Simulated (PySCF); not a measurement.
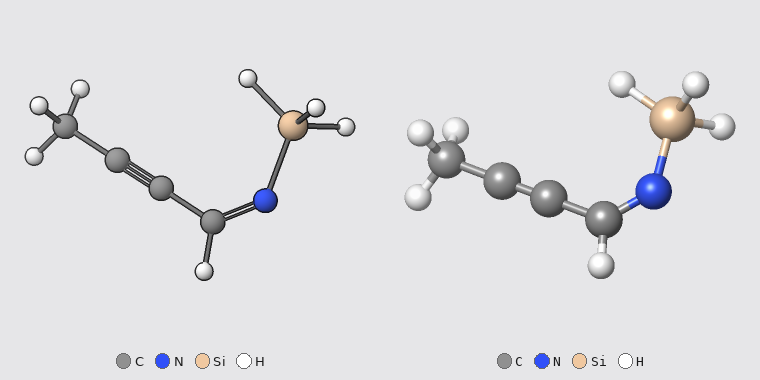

The same structure drawn twice, from different directions.

Question: What is the molecular formula?

Answer: C₄H₇NSi, 13 atoms: 4 carbon, 7 hydrogen, 1 nitrogen and 1 silicon.

Question: How many bonds of each kind are drawn?

Answer: 4 C–H, 3 C–C, 3 Si–H, 1 C–N, 1 N–Si.

Question: Name some functional groups or characteristic bonds that it holds.

Answer: Among them: alkyne, imine, Si–H bond, Si–N bond.

Question: Which point group does it belong to?

Answer: C1.

Question: Describe its rings.

Answer: It has no ring.

More results for the same structure follow; atom numbers are the same in all pictures, views and colours differ. The computed structure is the end point of a PBE0-D3(BJ)/def2-SVP optimisation. No frequency run is at hand to confirm it as a minimum.

Geometry

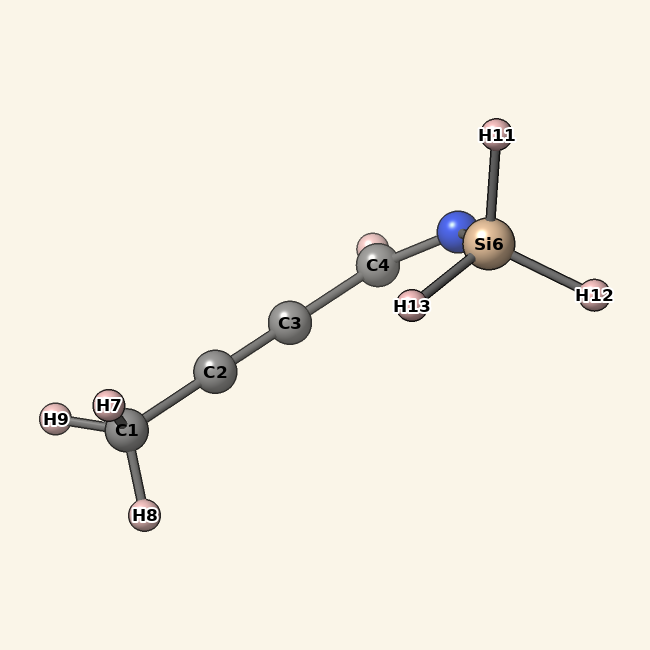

N5 lies behind Si6. The molecule seen a little off the Si6–N5 bond, Si6 in front. Depth is shown by fading: the farther an atom, the more it takes the colour of the background. No frequency run is at hand to confirm it as a minimum.

Question: What is the torsion angle H11–Si6–N5–C4? The sign is positive where the front bond must turn clockwise to cover the back bond.

Answer: −119°, anticlinal.

NMR shielding

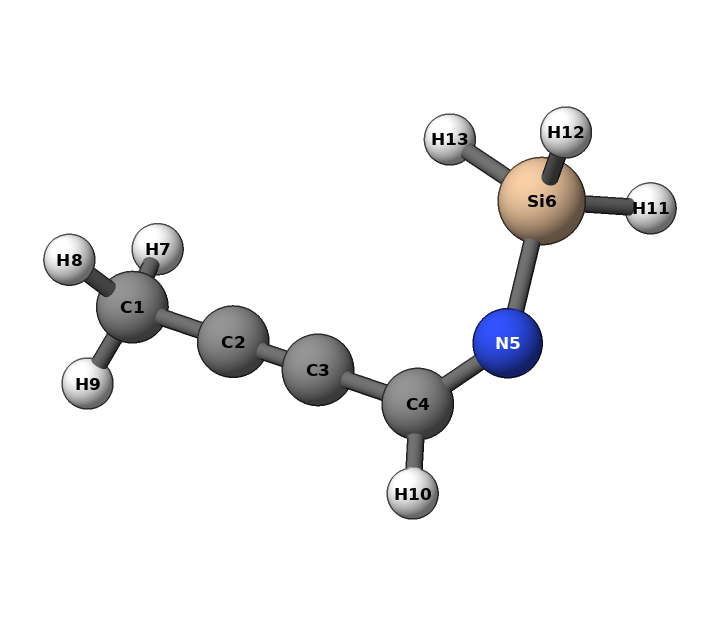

No frequency run is at hand to confirm it as a minimum. Properties computed with GIAO mPW1PW91/pcSseg-1 NMR shielding, non-relativistic, gas phase (PySCF 2.14.0). Principal shieldings σ11 ≤ σ22 ≤ σ33, span Ω = σ33 − σ11, skew κ = 3(σiso − σ22)/Ω.

Give the shielding tensors of the Si atoms.

```
atom    σ11    σ22    σ33   σiso     Ω     κ
 Si6  371.2  392.4  465.5  409.7  94.3  0.55
```

Shieldings and span in ppm.

Bond orders

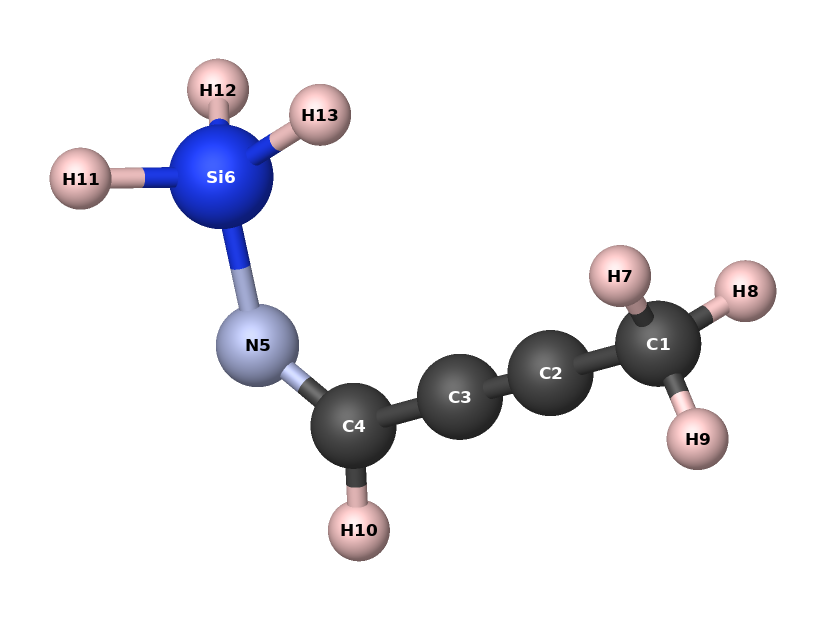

Every bond is drawn as one stick. No frequency run is at hand to confirm it as a minimum. Computed with PBE0/6-31G (PySCF 2.14.0).

Question: Which bond has the highest Mayer bond order?

Answer: C2–C3, 3.14, at a length of 1.216 Å.

List the Mayer bond orders of C1–C2, C1–H7, C1–H8, C1–H9, C2–C3, C3–C4, C4–N5, C4–H10, N5–Si6, Si6–H11, Si6–H12, Si6–H13.

```csv
bond,Mayer order,length (Å)
C1–C2,0.95,1.450
C1–H7,0.92,1.101
C1–H8,0.92,1.102
C1–H9,0.92,1.101
C2–C3,3.14,1.216
C3–C4,0.98,1.437
C4–N5,1.80,1.271
C4–H10,0.89,1.107
N5–Si6,0.81,1.751
Si6–H11,0.92,1.492
Si6–H12,0.92,1.492
Si6–H13,0.88,1.500
```

Electronic properties

No frequency run is at hand to confirm it as a minimum. Level of theory: BHandHLYP/pcSseg-1, gas phase (PySCF 2.14.0).

Question: Give the LUMO energy (Kohn–Sham orbital) at this level.

Answer: −0.45 eV.

Question: What is the dipole moment?

Answer: 3.28 D.

Question: Estimate the HOMO energy (Kohn–Sham orbital).

Answer: −8.61 eV.
